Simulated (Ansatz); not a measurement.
# Run report: C4H6F2, single-point calculation

System: C4H6F2.
Method: RKS r2SCAN-D4/def2-TZVPP (Ansatz 0.2.0).

The geometry comes from this level: PBE0-D4/def2-TZVP. Figures and captions count atoms from 1; the log counts them from 0 in places.

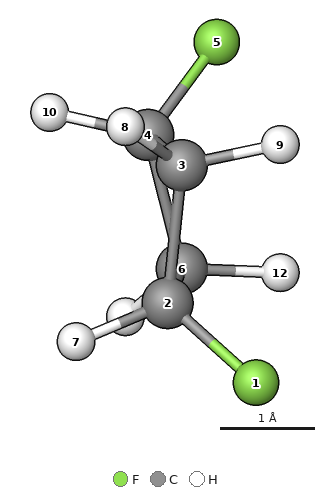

Fig. 1: The input geometry (ball-and-stick view, seen at an oblique angle; atoms are numbered from 1 in the order of the input). Bond lengths as drawn: C–C 1.53 Å, C–F 1.37 Å and C–H 1.09 Å.

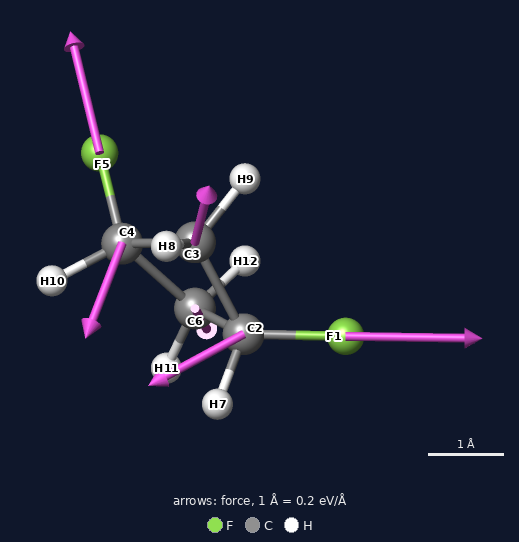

Fig. 2: Forces on the atoms as pink arrows (ball-and-stick view, seen at an oblique angle; atoms are numbered from 1 in the order of the input); the smallest are left out. The largest act on F1, F5 (0.37 eV/Å); C2, C4 (0.30 eV/Å); C3, C6 (0.27 eV/Å). The geometry is not a stationary point of this energy.

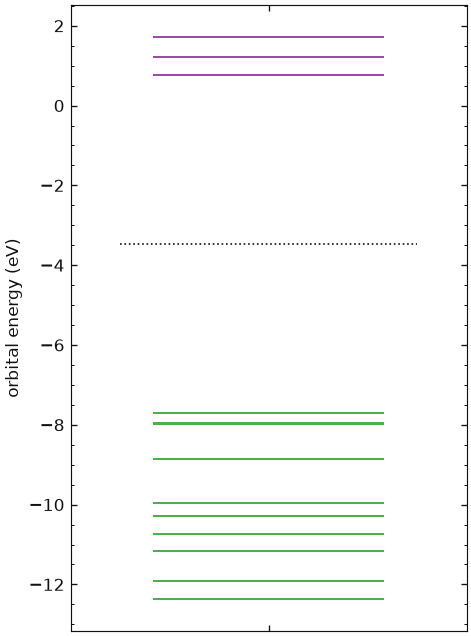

Fig. 3: Orbital energies near the frontier; the dotted line parts filled from empty levels, and levels within 0.02 eV of each other stand side by side. Highest filled −7.71 eV, lowest empty 0.76 eV, 8.47 eV apart.

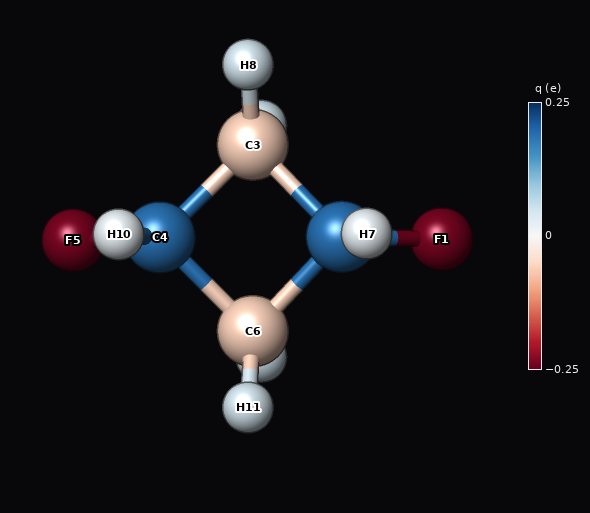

Fig. 4: Mulliken charges, as the colour of each atom (ball-and-stick view, seen on its broad side; atoms are numbered from 1 in the order of the input; Mulliken charges depend strongly on the basis). By element: F −0.24, C −0.06 to +0.19 and H +0.02 to +0.05 e.

These pictures come from the run below.

### Input
```yaml
crystal:
  periodic: [false, false, false]
  atoms:
    - {symbol: F, position_ang: [-2.030642, 0.929991, 0.318024]}
    - {symbol: C, position_ang: [-0.953513, 0.391884, -0.343560]}
    - {symbol: C, position_ang: [0.412023, 0.997030, -0.010817]}
    - {symbol: C, position_ang: [0.962335, -0.430823, -0.010730]}
    - {symbol: F, position_ang: [1.850100, -0.736483, 0.992223]}
    - {symbol: C, position_ang: [-0.460918, -0.965130, 0.163861]}
    - {symbol: H, position_ang: [-1.186627, 0.400563, -1.410956]}
    - {symbol: H, position_ang: [0.846240, 1.736756, -0.681793]}
    - {symbol: H, position_ang: [0.398126, 1.378525, 1.012210]}
    - {symbol: H, position_ang: [1.424577, -0.720746, -0.957317]}
    - {symbol: H, position_ang: [-0.759133, -1.871753, -0.360593]}
    - {symbol: H, position_ang: [-0.684569, -1.055115, 1.228848]}
basis:
  gaussian: {orbitals: def2-TZVPP}
hamiltonian: {xc: r2scan, dispersion: d4}
output: {forces: true, orbitals: {seedname: orbitals}}
```

Run as:
```bash
ansatz run in.yaml --threads 4 --pin off --events-out ev --progress --plain --max-ram 10444MiB
```

### The program's output
```
Functional definition: r2SCAN
  name "r2SCAN"
  cite "Furness, Kaplan, Ning, Perdew & Sun, J. Phys. Chem. Lett. 11, 8208 (2020) doi:10.1021/acs.jpclett.0c02405"
  cite "Furness, Kaplan, Ning, Perdew & Sun, J. Phys. Chem. Lett. 11, 9248 (2020) doi:10.1021/acs.jpclett.0c03077"
  parent r2scan
  parameter k0 = 0.174
  parameter k1 = 0.065
  parameter a1 = 4.9479
  exchange = r2scan_x(k0 = k0, k1 = k1, a1 = a1)
  correlation = r2scan_c
1386 factors; their error is unknown
mean field evaluation 1: about -9668.6132 eV, gradient 6.5e1 eV
mean field evaluation 2: about -9661.1381 eV, gradient 8.4e1 eV
mean field evaluation 4: about -9678.0291 eV, gradient 6.2e0 eV
mean field evaluation 8: about -9678.0948 eV, gradient 1.0e-1 eV
mean field evaluation 16: about -9678.0397 eV, gradient 1.9e-2 eV
mean field -9678.03967623 eV, -355.6613980904 hartree, gradient 5.4e-5 eV, S^2 0.000000; 0 other end points of the search recorded, 0 dependent functions left out
the calculation of the forces begins
reference -9678.03968654 eV, -355.6613984695 hartree; 24, 24 occupied and 246, 246 virtual orbitals, 1386 factors
Total energy: -9678.09323143 eV, -355.6633662079 hartree
Atom 0 at    -2.030642     0.929991     0.318024 Å, force    -0.288073     0.144102     0.179314 eV/Å
Atom 1 at    -0.953513     0.391884    -0.343560 Å, force     0.123977    -0.078310    -0.260361 eV/Å
Atom 2 at     0.412023     0.997030    -0.010817 Å, force     0.100860     0.250445     0.038435 eV/Å
Atom 3 at     0.962335    -0.430823    -0.010730 Å, force    -0.061000     0.001114    -0.292363 eV/Å
Atom 4 at     1.850100    -0.736483     0.992223 Å, force     0.236848    -0.081316     0.270450 eV/Å
Atom 5 at    -0.460918    -0.965130     0.163861 Å, force    -0.114525    -0.233787     0.081386 eV/Å
Atom 6 at    -1.186627     0.400563    -1.410956 Å, force    -0.004708     0.001163    -0.010645 eV/Å
Atom 7 at     0.846240     1.736756    -0.681793 Å, force     0.001770     0.007454     0.008270 eV/Å
Atom 8 at     0.398126     1.378525     1.012210 Å, force    -0.005163    -0.014601    -0.006431 eV/Å
Atom 9 at     1.424577    -0.720746    -0.957317 Å, force     0.006882    -0.003811    -0.008657 eV/Å
Atom 10 at    -0.759133    -1.871753    -0.360593 Å, force    -0.003788    -0.005009     0.009444 eV/Å
Atom 11 at    -0.684569    -1.055115     1.228848 Å, force     0.006920     0.012557    -0.008843 eV/Å
Dipole moment:     0.040720    -0.049988    -0.357953 e Å
```

### Summary

```json
{"quantity": "outcome", "value": "converged"}
{"quantity": "total energy", "value": "−9678.0932 eV"}
{"quantity": "mean-field energy", "value": "−9678.0397 eV"}
{"quantity": "dispersion energy", "value": "−0.0535 eV"}
{"quantity": "SCF solution under orbital rotations", "value": "stable"}
{"quantity": "HOMO", "value": "−7.71 eV"}
{"quantity": "LUMO", "value": "0.76 eV"}
{"quantity": "largest force (length of the vector)", "value": "0.369 eV/Å"}
{"quantity": "dipole moment", "value": "1.75 D"}
{"quantity": "hardware", "value": "4 threads of Arm Neoverse N1, 23 GiB of memory available, shared host"}
{"quantity": "wall time", "value": "9 s (CPU time 32 s)"}
{"quantity": "peak memory", "value": "0.38 GiB"}
```
